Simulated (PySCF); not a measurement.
**C$_{3}$H$_{9}$GeP: geometry relaxation**

System: C$_{3}$H$_{9}$GeP, SMILES C=C[CH2][GeH2][PH2].
Method: PBE0-D3(BJ)/def2-SVP geometry optimisation, gas phase (PySCF 2.14.0).

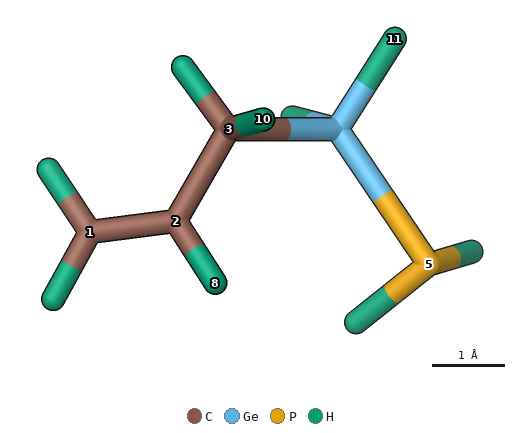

**Figure 1.** The starting structure (stick view, seen at a tilt; atoms are numbered from 1 in the order of the input). Sticks mark near contacts. Bond lengths as drawn: C–C 1.29 to 1.48 Å, C–Ge 2.05 Å, C–H 1.07 to 1.12 Å, Ge–H 1.51 Å, Ge–P 2.29 Å and H–P 1.38 to 1.40 Å.

## Results in brief

```csv
quantity,value
outcome,converged
total energy,−2537.085163 hartree
dipole moment,0.77 D
point group,C1
hardware,"1 CPU thread, shared host"
wall time,2.2 min
peak memory,0.54 GiB
```

## Input
```
{"job": {"xc": "PBE0", "basis": "def2-SVP", "d3": "d3bj", "grid": 1, "shake": 0.01, "kind": "geom"}, "charge": 0, "multiplicity": 1}
C     -2.135460    -0.589260    -0.521980
C     -1.150290    -0.784730     0.293980
C     -0.667990     0.193100     1.290350
Ge     1.136250     0.970100     0.717470
P      2.586540    -0.728600     0.218020
H     -2.722360     0.360400    -0.499150
H     -2.461140    -1.296680    -1.251110
H     -0.579060    -1.708580     0.242810
H     -1.367610     1.007150     1.462780
H     -0.490160    -0.303510     2.267940
H      1.636600     1.831440     1.850020
H      0.872190     1.937750    -0.416250
H      1.890110    -1.034740    -0.952320
H      3.445210     0.131070    -0.430280
```

The first line tells a small driver script what to run in PySCF; the rest is the geometry in Å.

Run as:
```bash
OMP_NUM_THREADS=1 python <driver script> task.json out
```

## What the program printed
```
step   0  E = -2537.07641059  max force = 0.047060
step   1  E = -2537.08425304  max force = 0.005833
step   2  E = -2537.08490158  max force = 0.002399
step   3  E = -2537.08500703  max force = 0.001555
step   4  E = -2537.08505789  max force = 0.001576
step   5  E = -2537.08508609  max force = 0.000947
step   6  E = -2537.08510939  max force = 0.000346
step   7  E = -2537.08512596  max force = 0.000361
step   8  E = -2537.08515166  max force = 0.000650
step   9  E = -2537.08516028  max force = 0.000539
step  10  E = -2537.08516306  max force = 0.000155
optimisation converged
```

## Trajectory as extended XYZ (Å, eV, eV/Å), 11 frames, from step=0 to step=10
```
14
Properties=species:S:1:pos:R:3:forces:R:3 step=0 energy=-69037.36557
C    -2.1355   -0.5893   -0.5220   -2.4199   1.6884  -1.2171
C    -1.1503   -0.7847    0.2940    1.8270  -0.1643   1.4981
C    -0.6680    0.1931    1.2904    1.3589  -0.2275   0.3286
Ge    1.1362    0.9701    0.7175   -1.4695  -0.2787   0.4762
P     2.5865   -0.7286    0.2180   -0.2177  -0.7558   1.0541
H    -2.7224    0.3604   -0.4991    0.3632  -0.5435   0.0329
H    -2.4611   -1.2967   -1.2511   -0.1709  -0.7684  -0.6532
H    -0.5791   -1.7086    0.2428    0.1156  -0.4058  -0.0340
H    -1.3676    1.0071    1.4628   -0.2408   0.4207  -0.0558
H    -0.4902   -0.3035    2.2679    0.0300   0.1523  -0.2121
H     1.6366    1.8314    1.8500    0.3788   0.2141   0.5655
H     0.8722    1.9378   -0.4163   -0.0532   0.1974  -0.5737
H     1.8901   -1.0347   -0.9523   -0.3472  -0.2279  -0.6409
H     3.4452    0.1311   -0.4303    0.8458   0.6989  -0.5683
14
Properties=species:S:1:pos:R:3:forces:R:3 step=1 energy=-69037.57897
C    -2.0828   -0.7308   -0.4747    0.1334  -0.1553   0.1967
C    -1.0389   -0.9191    0.3445   -0.1649  -0.0088  -0.2450
C    -0.5597    0.0442    1.3712   -0.1489   0.3000  -0.0405
Ge    0.9489    1.1331    0.6952    0.0768   0.0313   0.1678
P     2.5369   -0.4546    0.0749    0.1169   0.2245  -0.2812
H    -2.7095    0.1614   -0.3977   -0.0302   0.0712  -0.0295
H    -2.3635   -1.4750   -1.2260    0.0450   0.0408   0.0291
H    -0.4489   -1.8381    0.2317    0.0069   0.0003   0.0050
H    -1.3536    0.7555    1.6623    0.0495  -0.1229   0.0206
H    -0.1976   -0.4676    2.2772   -0.0073   0.0335  -0.0066
H     1.5037    1.9908    1.8715   -0.0313  -0.1066  -0.2117
H     0.5086    2.0659   -0.4695    0.0156  -0.1715   0.1807
H     1.8278   -0.7787   -1.1307    0.0843   0.0135   0.0993
H     3.4152    0.4714   -0.5934   -0.1459  -0.1499   0.1153
14
Properties=species:S:1:pos:R:3:forces:R:3 step=2 energy=-69037.59662
C    -2.0972   -0.7373   -0.4678    0.0012  -0.0021   0.0268
C    -1.0544   -0.9126    0.3497    0.0158  -0.0212  -0.0370
C    -0.5700    0.0532    1.3745   -0.0467   0.1234  -0.0431
Ge    0.9593    1.1151    0.7077    0.0159  -0.1037   0.0612
P     2.5648   -0.4404    0.0517    0.0165   0.0443  -0.0535
H    -2.7264    0.1583   -0.4225    0.0243  -0.0020   0.0237
H    -2.3618   -1.4903   -1.2139   -0.0023  -0.0049  -0.0034
H    -0.4661   -1.8339    0.2460    0.0091  -0.0007  -0.0012
H    -1.3592    0.7640    1.6677    0.0092  -0.0102   0.0056
H    -0.2148   -0.4592    2.2818   -0.0236  -0.0188   0.0186
H     1.5281    1.9718    1.8590    0.0307  -0.0057  -0.0131
H     0.5074    2.0362   -0.4413   -0.0290   0.0043  -0.0232
H     1.8610   -0.7678   -1.1489    0.0127  -0.0079   0.0072
H     3.4161    0.5012   -0.6071   -0.0338   0.0053   0.0316
14
Properties=species:S:1:pos:R:3:forces:R:3 step=3 energy=-69037.59949
C    -2.0989   -0.7371   -0.4582   -0.0291  -0.0091  -0.0337
C    -1.0527   -0.9233    0.3503   -0.0046   0.0426   0.0196
C    -0.5781    0.0525    1.3707    0.0799  -0.0352   0.0484
Ge    0.9593    1.0991    0.7080   -0.0113  -0.0568  -0.0078
P     2.5835   -0.4292    0.0418   -0.0096  -0.0354   0.0303
H    -2.7092    0.1701   -0.3939   -0.0168  -0.0236  -0.0197
H    -2.3795   -1.4796   -1.2088   -0.0102  -0.0007  -0.0025
H    -0.4661   -1.8461    0.2495    0.0066   0.0204  -0.0001
H    -1.3683    0.7643    1.6552   -0.0087   0.0117  -0.0179
H    -0.2344   -0.4567    2.2848   -0.0181  -0.0049   0.0240
H     1.5360    1.9634    1.8458    0.0344   0.0178   0.0315
H     0.4972    2.0107   -0.4437   -0.0187   0.0297  -0.0375
H     1.8900   -0.7681   -1.1595   -0.0081  -0.0031  -0.0227
H     3.4081    0.5382   -0.6055    0.0143   0.0467  -0.0122
14
Properties=species:S:1:pos:R:3:forces:R:3 step=4 energy=-69037.60088
C    -2.1055   -0.7487   -0.4607   -0.0218   0.0759   0.0240
C    -1.0607   -0.9105    0.3550    0.0701  -0.0810   0.0306
C    -0.5799    0.0609    1.3777   -0.0087  -0.0478   0.0256
Ge    0.9678    1.0894    0.7152   -0.0275   0.0188  -0.0544
P     2.5882   -0.4289    0.0222   -0.0136  -0.0556   0.0456
H    -2.7307    0.1488   -0.4114   -0.0232  -0.0018  -0.0162
H    -2.3719   -1.5045   -1.2034    0.0042  -0.0007   0.0069
H    -0.4687   -1.8303    0.2608    0.0200  -0.0042  -0.0120
H    -1.3636    0.7796    1.6615   -0.0108   0.0333  -0.0199
H    -0.2467   -0.4546    2.2930   -0.0206  -0.0008  -0.0059
H     1.5668    1.9453    1.8495    0.0119   0.0057   0.0230
H     0.5004    2.0097   -0.4312    0.0028   0.0126  -0.0007
H     1.8934   -0.7580   -1.1811   -0.0083   0.0071  -0.0225
H     3.3977    0.5602   -0.6106    0.0254   0.0385  -0.0241
14
Properties=species:S:1:pos:R:3:forces:R:3 step=5 energy=-69037.60164
C    -2.1054   -0.7457   -0.4540   -0.0073  -0.0487  -0.0315
C    -1.0573   -0.9149    0.3570   -0.0119   0.0373   0.0225
C    -0.5796    0.0584    1.3788    0.0152  -0.0279   0.0324
Ge    0.9668    1.0884    0.7127   -0.0173   0.0248  -0.0193
P     2.5881   -0.4293    0.0190   -0.0037  -0.0187   0.0069
H    -2.7395    0.1460   -0.4088    0.0279   0.0104   0.0336
H    -2.3699   -1.5018   -1.1970   -0.0066  -0.0071  -0.0103
H    -0.4631   -1.8330    0.2579   -0.0011   0.0057  -0.0161
H    -1.3643    0.7791    1.6573   -0.0005   0.0092  -0.0199
H    -0.2495   -0.4551    2.2962   -0.0062   0.0102   0.0006
H     1.5682    1.9437    1.8487    0.0010  -0.0061  -0.0011
H     0.4995    2.0109   -0.4336    0.0035  -0.0028   0.0150
H     1.8950   -0.7536   -1.1878    0.0012   0.0087  -0.0071
H     3.3978    0.5651   -0.6099    0.0057   0.0051  -0.0057
14
Properties=species:S:1:pos:R:3:forces:R:3 step=6 energy=-69037.60228
C    -2.1048   -0.7500   -0.4514    0.0030  -0.0159   0.0060
C    -1.0548   -0.9179    0.3578   -0.0143   0.0134  -0.0070
C    -0.5799    0.0573    1.3789    0.0097  -0.0042   0.0076
Ge    0.9646    1.0898    0.7103    0.0006   0.0042   0.0092
P     2.5850   -0.4300    0.0163   -0.0018   0.0075  -0.0178
H    -2.7351    0.1436   -0.3945    0.0021  -0.0021   0.0023
H    -2.3727   -1.5021   -1.1975    0.0007   0.0016   0.0011
H    -0.4569   -1.8332    0.2550    0.0025   0.0036  -0.0058
H    -1.3659    0.7790    1.6523    0.0025  -0.0039  -0.0130
H    -0.2509   -0.4528    2.2981   -0.0003   0.0088   0.0067
H     1.5665    1.9429    1.8482    0.0001  -0.0068  -0.0071
H     0.4985    2.0143   -0.4339   -0.0039  -0.0013   0.0077
H     1.8937   -0.7470   -1.1940    0.0053   0.0053   0.0017
H     3.3994    0.5645   -0.6090   -0.0062  -0.0102   0.0084
14
Properties=species:S:1:pos:R:3:forces:R:3 step=7 energy=-69037.60273
C    -2.1063   -0.7583   -0.4458    0.0023   0.0019   0.0168
C    -1.0525   -0.9187    0.3596   -0.0039  -0.0051  -0.0089
C    -0.5803    0.0590    1.3797   -0.0016  -0.0005  -0.0075
Ge    0.9648    1.0891    0.7101    0.0135   0.0011   0.0117
P     2.5813   -0.4304    0.0049   -0.0070   0.0122  -0.0186
H    -2.7416    0.1314   -0.3833   -0.0074  -0.0034  -0.0081
H    -2.3722   -1.5107   -1.1924    0.0026   0.0029   0.0039
H    -0.4479   -1.8292    0.2532    0.0040   0.0013  -0.0013
H    -1.3668    0.7826    1.6467   -0.0001  -0.0068  -0.0055
H    -0.2547   -0.4477    2.3019    0.0019   0.0059   0.0070
H     1.5737    1.9355    1.8491   -0.0003  -0.0033  -0.0045
H     0.4975    2.0193   -0.4284   -0.0050   0.0017   0.0029
H     1.8927   -0.7326   -1.2106    0.0040   0.0028   0.0028
H     3.3989    0.5690   -0.6083   -0.0029  -0.0107   0.0093
14
Properties=species:S:1:pos:R:3:forces:R:3 step=8 energy=-69037.60343
C    -2.1117   -0.7819   -0.4298    0.0005   0.0176   0.0200
C    -1.0458   -0.9209    0.3634    0.0111  -0.0223  -0.0063
C    -0.5813    0.0644    1.3795   -0.0108   0.0119  -0.0334
Ge    0.9667    1.0904    0.7104    0.0205  -0.0071   0.0140
P     2.5685   -0.4305   -0.0262   -0.0145   0.0136  -0.0122
H    -2.7641    0.0944   -0.3573   -0.0125  -0.0034  -0.0138
H    -2.3703   -1.5382   -1.1749    0.0027   0.0022   0.0043
H    -0.4235   -1.8184    0.2478    0.0024  -0.0017   0.0052
H    -1.3702    0.7904    1.6320   -0.0037  -0.0101   0.0093
H    -0.2625   -0.4337    2.3088    0.0056   0.0002   0.0052
H     1.5929    1.9163    1.8545   -0.0017   0.0021  -0.0007
H     0.4978    2.0388   -0.4118   -0.0043   0.0047  -0.0027
H     1.8878   -0.6890   -1.2560    0.0012  -0.0014   0.0031
H     3.4023    0.5763   -0.6037    0.0034  -0.0062   0.0080
14
Properties=species:S:1:pos:R:3:forces:R:3 step=9 energy=-69037.60366
C    -2.1144   -0.7958   -0.4220   -0.0007   0.0129   0.0098
C    -1.0415   -0.9224    0.3638    0.0101  -0.0174  -0.0016
C    -0.5816    0.0678    1.3770   -0.0089   0.0122  -0.0277
Ge    0.9677    1.0939    0.7110    0.0134  -0.0058   0.0074
P     2.5591   -0.4297   -0.0414   -0.0114   0.0065  -0.0044
H    -2.7771    0.0727   -0.3469   -0.0072  -0.0022  -0.0082
H    -2.3689   -1.5558   -1.1646    0.0015   0.0007   0.0018
H    -0.4103   -1.8132    0.2446    0.0009  -0.0022   0.0052
H    -1.3731    0.7923    1.6249   -0.0043  -0.0079   0.0111
H    -0.2640   -0.4262    2.3089    0.0043  -0.0023   0.0030
H     1.6008    1.9077    1.8598   -0.0009   0.0032   0.0009
H     0.4995    2.0535   -0.4019   -0.0019   0.0041  -0.0031
H     1.8836   -0.6631   -1.2789    0.0004  -0.0012   0.0013
H     3.4070    0.5767   -0.5977    0.0046  -0.0006   0.0044
14
Properties=species:S:1:pos:R:3:forces:R:3 step=10 energy=-69037.60374
C    -2.1156   -0.8062   -0.4187    0.0001   0.0022  -0.0021
C    -1.0384   -0.9244    0.3624    0.0034  -0.0043   0.0017
C    -0.5821    0.0700    1.3732   -0.0014   0.0066  -0.0080
Ge    0.9677    1.0987    0.7120   -0.0014  -0.0022  -0.0001
P     2.5516   -0.4275   -0.0488   -0.0037  -0.0020   0.0021
H    -2.7852    0.0570   -0.3441    0.0000  -0.0004  -0.0006
H    -2.3672   -1.5698   -1.1585    0.0002  -0.0010  -0.0008
H    -0.4017   -1.8113    0.2428   -0.0002  -0.0011   0.0022
H    -1.3771    0.7907    1.6214   -0.0024  -0.0029   0.0056
H    -0.2631   -0.4220    2.3060    0.0018  -0.0021  -0.0004
H     1.6025    1.9042    1.8655    0.0000   0.0020   0.0009
H     0.5015    2.0666   -0.3951    0.0004   0.0011  -0.0010
H     1.8812   -0.6438   -1.2920    0.0007   0.0006  -0.0009
H     3.4126    0.5761   -0.5895    0.0024   0.0036   0.0011
```

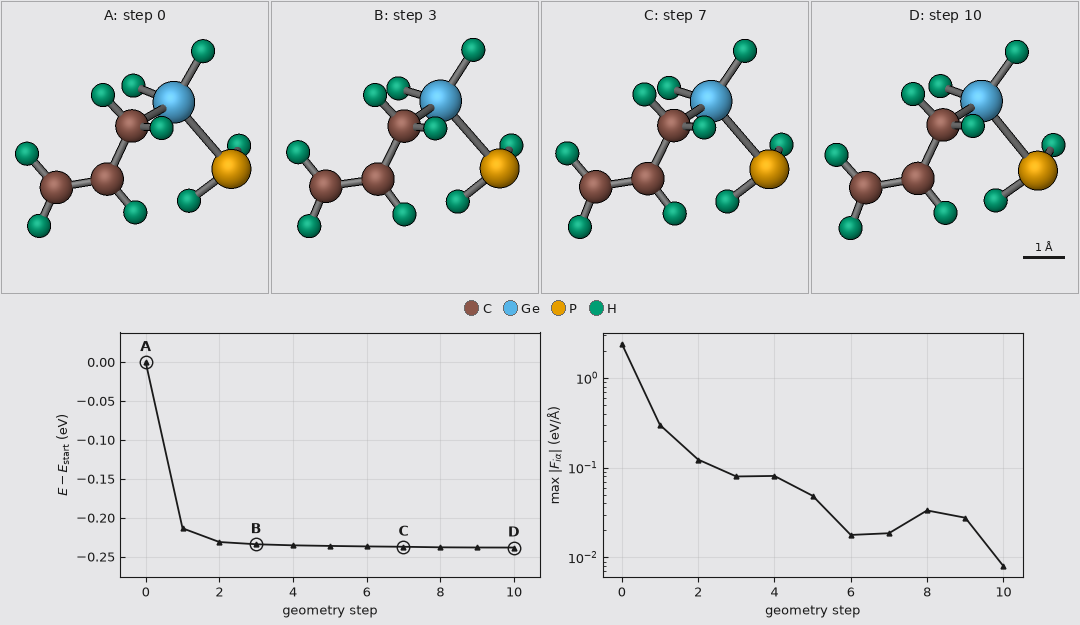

**Figure 2.** Frames of the relaxation (ball-and-stick view, seen at a tilt) above the curves, on which the letters mark them (steps are counted from 0).

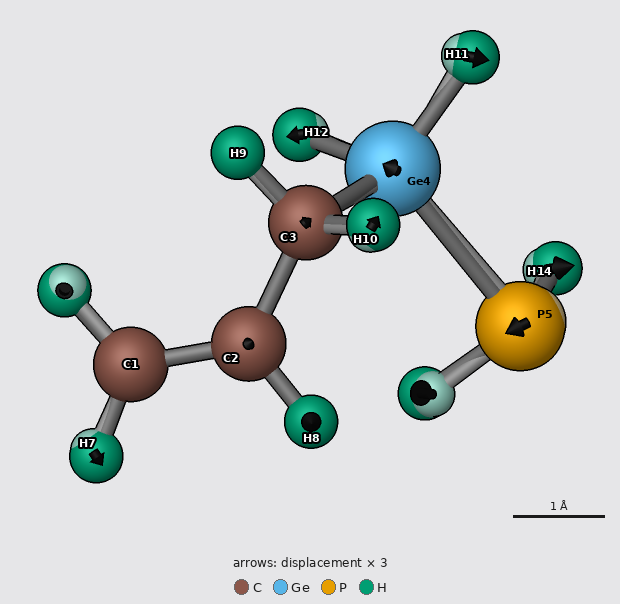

**Figure 3.** Start (faint) and end (solid) with the displacements as black arrows, magnified 3 times (ball-and-stick view, seen at a tilt). The two geometries are laid on each other by the best rigid fit. Over 10 geometry steps the energy falls by 0.238 eV. Largest force component: 2.4 eV/Å at the start, 0.008 eV/Å at the end. H13 moves most after the best rigid fit: 0.16 Å. By element the largest moves are H 0.16 Å, P 0.10 Å, Ge 0.08 Å, C 0.04 Å. Among the contacts that change: C3–Ge4 2.046 → 1.974 Å, P5–H14 1.377 → 1.429 Å, C1–C2 1.294 → 1.336 Å, Ge4–P5 2.289 → 2.327 Å. Among the angles that change: H11–Ge4–H12 104.8° → 109.5°, P5–Ge4–H11 112.2° → 107.9°, C2–C1–H7 124.3° → 121.3°. (Atoms are counted from 1 in the order of the input.)
